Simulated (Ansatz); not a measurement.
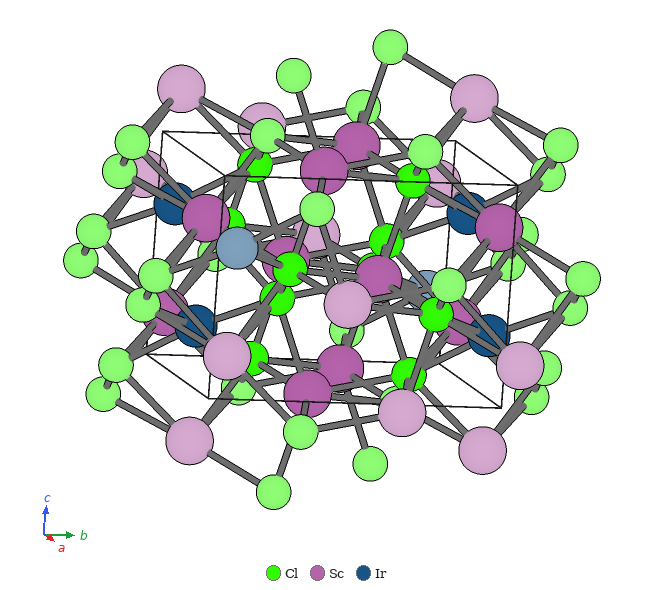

Crystal structure, ball-and-stick style, seen slightly off an axis. The lines enclose the simulation cell; boundary atoms appear with their images. Neighbours across the faces are drawn wherever a bond reaches them, in fainter colours.

```
CELL_PARAMETERS angstrom
6.74510 0.00000 0.00000
3.37255 -7.37256 0.00000
1.78546 0.00000 -6.50425
ATOMIC_POSITIONS crystal
Cl 0.29010 0.25820 0.91870
Cl 0.45170 0.25820 0.08130
Cl 0.70990 0.74180 0.08130
Cl 0.54830 0.74180 0.91870
Cl 0.04660 0.74380 0.41840
Cl 0.20960 0.74380 0.58160
Cl 0.95340 0.25620 0.58160
Cl 0.79040 0.25620 0.41840
Sc 0.18953 0.62094 0.00000
Sc 0.81047 0.37906 0.00000
Sc 0.30846 0.38308 0.50000
Sc 0.69154 0.61692 0.50000
Sc 0.76100 0.00000 0.76210
Sc 0.23900 0.00000 0.23790
Ir 0.27099 0.00000 0.72876
Ir 0.72901 0.00000 0.27124
```

Calculation details: DFT, PAW plane waves, PBE in Ansatz 0.2.0; wavefunction cutoff 420 eV, Brillouin-zone sampling on a 5×5×4 mesh, Fermi-Dirac smearing of 0.1 eV, no spin polarisation. The pressure of the cell is 13 GPa.

Question: What charge does Bader's analysis assign to each element?

Answer: Sc +1.20 to +1.38 e; Ir -0.93 e; Cl -0.72 e.

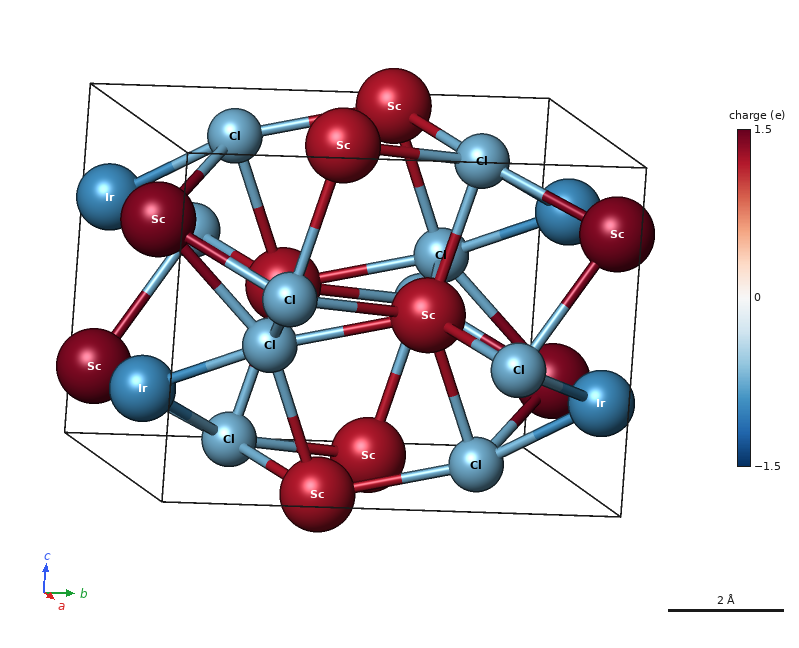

The atoms coloured by those charges.

Where the cell comes from: a generated cell, made by putting these elements into a known structure type (the compound may or may not exist in this form). No relaxation was applied. It was the input of a calculation with Ansatz.

At this level of theory the cell isn't at rest (compressed, at 13 GPa and forces up to 12.2 eV/Å), so its distances can differ from those at equilibrium, the more so the softer the solid.
